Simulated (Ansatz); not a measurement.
# One shape, several levels: SiH3O3 (SMILES [O][SiH](O)O)

Aim: a comparison of 6 runs (UHF/STO-3G, UHF/3-21G, UHF/def2-SVPD, UPBE/def2-SVPD, USVWN5/def2-SVPD, UCCSD/def2-SVPD) of SiH3O3. 

The results are computed with Ansatz 0.2.0.

20 further runs of the same task are left out: 20 set aside as unsound or not needed. Runs told in other sessions of the task aren't counted.

### 1 The molecule

The species is SiH3O3 (7 atoms), meant as a doublet with charge 0. SMILES: `[O][SiH](O)O`. The Si2–H5 distance was set to 3.262 Å, away from the relaxed value. At this shape a bond of the SMILES string is far longer than usual.

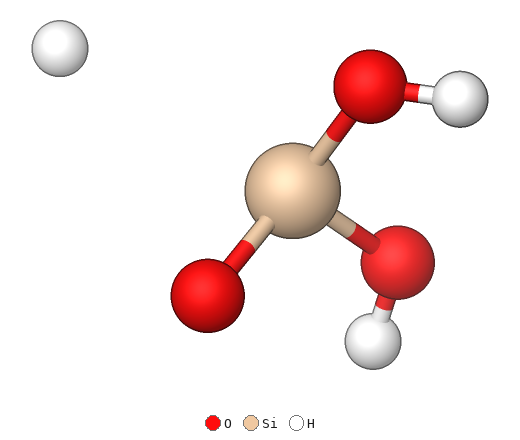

Viewed from a chosen angle; oxygen red, silicon light orange, hydrogen white.

### 2 The energy at UHF/STO-3G (run 1)

job.yaml

```yaml
basis:
  gaussian: {orbitals: STO-3G}
crystal:
  periodic: [false, false, false]
  atoms:
    - symbol: O
      position_ang: [-0.669535, -2.368827, -0.564063]
    - symbol: Si
      position_ang: [0.610165, -1.333127, -0.372763]
    - symbol: O
      position_ang: [1.707165, -1.737727, 0.753037]
    - symbol: O
      position_ang: [1.433465, -1.169627, -1.775763]
    - symbol: H
      position_ang: [-1.048200, 1.278500, 0.661900]
    - symbol: H
      position_ang: [2.533065, -2.121027, 0.453037]
    - symbol: H
      position_ang: [0.922565, -1.163427, -2.587063]
magnetization: {spin_polarized: true, initial_magnetization: 1}
hamiltonian: {xc: hf}
accuracy: high
output: {orbitals: {seedname: orbitals}}
```

Launch:

```console
ansatz run job.yaml --threads 1 --pin off --max-ram 2610MiB --events-out events.jsonl --progress --plain --runs-dir runs
```

The log of the run:

```text
Warning: RAYON_NUM_THREADS=1 ignored (pool sized by the plan → 1); use --threads N
Functional definition: HF
  name "HF"
  exchange = exact_x
  correlation = 0
541 factors; integrals over basis functions are off by at most 3.3e-8 eV
mean field evaluation 1: about -13833.2938 eV, gradient 2.9e1 eV
mean field evaluation 2: about -13833.3652 eV, gradient 2.9e1 eV
mean field evaluation 4: about -13841.5969 eV, gradient 3.7e0 eV
mean field evaluation 8: about -13841.8778 eV, gradient 8.7e-1 eV
mean field evaluation 16: about -13843.3724 eV, gradient 7.3e-5 eV
mean field evaluation 32: about -13843.3724 eV, gradient 2.0e-4 eV
mean field evaluation 64: about -13842.3417 eV, gradient 4.5e0 eV
mean field evaluation 96: about -13842.7899 eV, gradient 5.8e-1 eV
mean field evaluation 128: about -13842.9418 eV, gradient 2.7e0 eV
mean field evaluation 160: about -13841.8404 eV, gradient 1.0e-2 eV
mean field -13843.37241227 eV, -508.7345527760 hartree, gradient 2.4e-8 eV, S^2 1.585142; 6 other end points of the search recorded, 0 dependent functions left out
reference -13843.37241227 eV, -508.7345527760 hartree; 21, 20 occupied and 6, 7 virtual orbitals, 541 factors
Total energy: -13843.37241227 eV, -508.7345527760 hartree
```

Wall time 0.86 s (1 thread of Arm Neoverse V2, shared host).

### 3 A single-point energy at UHF/3-21G (run 2)

molecule.yaml

```yaml
crystal:
  periodic: [false, false, false]
  atoms:
    - {symbol: O, position_ang: [-0.669535, -2.368827, -0.564063]}
    - {symbol: Si, position_ang: [0.610165, -1.333127, -0.372763]}
    - {symbol: O, position_ang: [1.707165, -1.737727, 0.753037]}
    - {symbol: O, position_ang: [1.433465, -1.169627, -1.775763]}
    - {symbol: H, position_ang: [-1.048200, 1.278500, 0.661900]}
    - {symbol: H, position_ang: [2.533065, -2.121027, 0.453037]}
    - {symbol: H, position_ang: [0.922565, -1.163427, -2.587063]}
basis:
  gaussian: {orbitals: 3-21G.json}
magnetization: {spin_polarized: true, initial_magnetization: 1}
accuracy: high
output: {orbitals: {seedname: orbitals}}
hamiltonian: {xc: hf}
```

The basis set 3-21G is read from a file made from the Basis Set Exchange's data (not shown).

Launch:

```console
ansatz run molecule.yaml --threads 1 --pin off --max-ram 2610MiB --events-out events.jsonl --progress --plain --runs-dir runs
```

The log of the run (excerpt; [...] marks lines left out):

```text
Warning: RAYON_NUM_THREADS=1 ignored (pool sized by the plan → 1); use --threads N
[... 2 set-up lines as earlier in the session ...]
[...]
968 factors; integrals over basis functions are off by at most 7.1e-9 eV
[...]
mean field -13944.65137807 eV, -512.4564861199 hartree, gradient 4.7e-8 eV, S^2 1.494557; 7 other end points of the search recorded, 0 dependent functions left out
reference -13944.65137807 eV, -512.4564861199 hartree; 21, 20 occupied and 25, 26 virtual orbitals, 968 factors
Total energy: -13944.65137807 eV, -512.4564861199 hartree
```

Run time: 3.3 s. Hardware: 1 thread of Arm Neoverse V2, shared host; peak memory 0.12 GiB.

Runs 3 to 5 aren't shown in full; the table further down has their settings and results.

### 4 A single-point energy at UCCSD/def2-SVPD (run 6)

input.yaml

```yaml
crystal:
  periodic: [false, false, false]
  atoms:
    - {symbol: O, position_ang: [-0.669535, -2.368827, -0.564063]}
    - {symbol: Si, position_ang: [0.610165, -1.333127, -0.372763]}
    - {symbol: O, position_ang: [1.707165, -1.737727, 0.753037]}
    - {symbol: O, position_ang: [1.433465, -1.169627, -1.775763]}
    - {symbol: H, position_ang: [-1.048200, 1.278500, 0.661900]}
    - {symbol: H, position_ang: [2.533065, -2.121027, 0.453037]}
    - {symbol: H, position_ang: [0.922565, -1.163427, -2.587063]}
basis:
  gaussian:
    orbitals: def2-SVPD
correlation:
  method: ccsd
  frozen_orbitals: {H: 0, O: 1, Si: 5}
magnetization:
  spin_polarized: true
  initial_magnetization: 1
scf:
  omitted_lower_state_checks: [cluster_reference, increment]
total_charge: 0
accuracy: high
```

Launch:

```console
ansatz run input.yaml --threads 1 --pin off --max-ram 2610MiB --events-out events.jsonl --progress --plain --runs-dir runs
```

The log of the run:

```text
Warning: RAYON_NUM_THREADS=1 ignored (pool sized by the plan → 1); use --threads N
[... 18 lines left out ...]
8 core orbitals not correlated: weight in the atoms' cores, before any rotation towards them, 1.000 or more for the frozen orbitals, at most 0.000 for the correlated occupied ones
[... 49 lines left out ...]
Total energy: -14031.96432633 eV, -515.6651777855 hartree
Checks for a lower state left out: cluster_reference, increment
```

It took 4.9 min on 1 thread of Arm Neoverse V2, shared host; peak memory 2 GiB.

### 5 All runs side by side

| run | level | frozen core orbitals | energy (Eh) | HOMO energy (eV) | LUMO energy (eV) | ⟨S²⟩ | wall time |
| --- | --- | --- | --- | --- | --- | --- | --- |
| 1 | UHF/STO-3G | – | -508.734553 | -6.41 | 6.15 | 1.585 | 0.86 s |
| 2 | UHF/3-21G | – | -512.456486 | -9.88 | 1.60 | 1.495 | 3.3 s |
| 3 | UHF/def2-SVPD | – | -514.987503 | -10.30 | 0.59 | 1.510 | 34 s |
| 4 | UPBE/def2-SVPD | – | -516.297591 | -6.27 | -4.77 | 0.759 | 21 s |
| 5 | USVWN5/def2-SVPD | – | -513.909716 | -6.45 | -5.21 | 0.755 | 9.6 s |
| 6 | UCCSD/def2-SVPD | 8 | -515.665178 | – | – | 1.510 | 4.9 min |

### 6 What came out

| quantity | value |
| --- | --- |
| run 6: total energy | -515.66518 Eh |
| run 6: correlation energy (8 core orbitals frozen) | -677.7 mEh |
| run 6: ⟨S²⟩ of the reference determinant | 1.510 |
| run 6: T1 diagnostic | 0.088 |

**Reading.** Totals of different functionals can't be ranked against each other. In run 1 the basis is minimal, so the values are rough. Spin contamination of the reference: run 1 ⟨S²⟩ = 1.59, run 3 ⟨S²⟩ = 1.51, run 6 ⟨S²⟩ = 1.51, run 2 ⟨S²⟩ = 1.49. Where it is this large, the reference is a mixture of spin states, and values that rest on it are in doubt. All runs together took 6.1 min, the longest 4.9 min.
